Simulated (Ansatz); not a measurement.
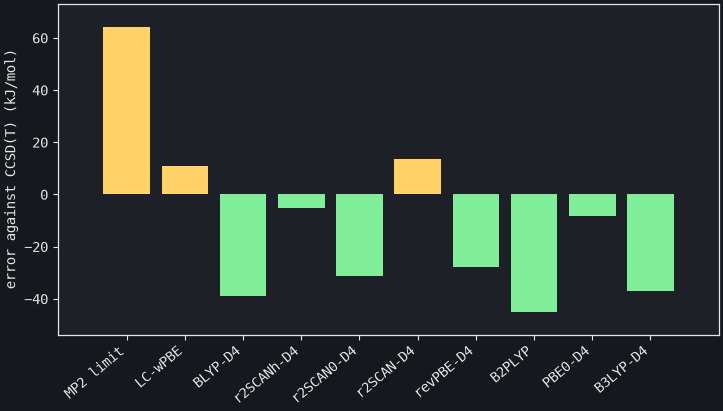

Error in the electronic atomisation energy (method less reference, so positive means overbinding) of CH₃FSZn, SMILES C[S][Zn][F], singlet: functionals in def2-TZVPP against frozen-core CCSD(T) at the limit (MP2 extrapolated from triple and quadruple zeta, plus CCSD(T) less MP2 in a smaller set), which gives 2228.8 kJ/mol, at a PBE0-D4/def2-TZVP geometry (a minimum by its frequencies), no zero-point or spin-orbit term, the Ansatz code. The reference leaves out core correlation, a term that grows with the number of heavy atoms. Choice of cores on heavy atoms: Zn/Cu 3s3p. B2PLYP holds a correlation term that converges slowly with the basis, so part of the distance to the limit is basis error. No dispersion term is added to LC-wPBE and B2PLYP. Limit means the basis limit.

Question: What range do the values span?

Answer: From −45.0 kJ/mol (B2PLYP) to 64.4 kJ/mol (MP2 limit).

Question: Give the values.

Answer:
```
     level  kJ/mol
 MP2 limit    64.4
   LC-wPBE    11.0
   BLYP-D4   −38.8
r2SCANh-D4    −5.3
r2SCAN0-D4   −31.4
 r2SCAN-D4    13.6
 revPBE-D4   −27.8
    B2PLYP   −45.0
   PBE0-D4    −8.3
  B3LYP-D4   −37.1
```

Limits of at least one run: no scalar relativity up to krypton; one conformer of a flexible molecule.
